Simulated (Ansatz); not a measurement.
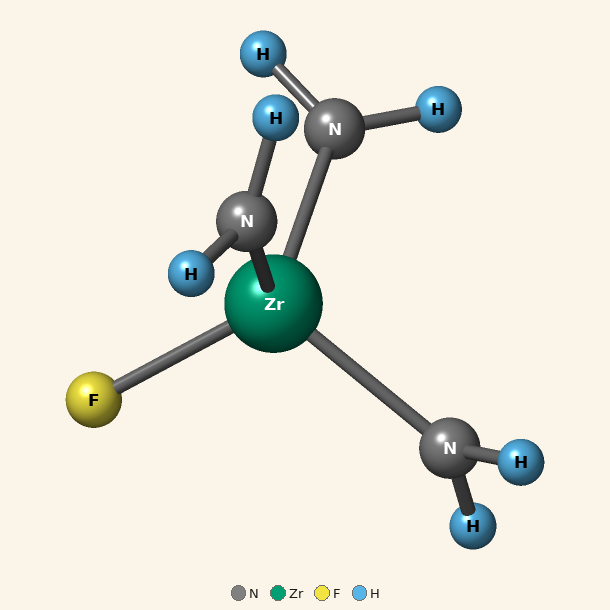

The species is neutral and a spin singlet. Harmonic vibrations computed with RKS PBE0-D4/def2-TZVP, core potentials on Zr (Ansatz 0.2.0) at a stationary point of the same level.

**Minimum or transition state?**

A minimum: no imaginary frequency, and the lowest mode lies at 136 cm⁻¹.

**List the wavenumbers.**

27 modes: 136, 137, 151, 157, 157, 243, 243, 328, 452, 463, 463, 485, 499, 499, 631, 642, 642, 654, 1538, 1538, 1540, 3558, 3558, 3560, 3653, 3653, 3654 cm⁻¹.
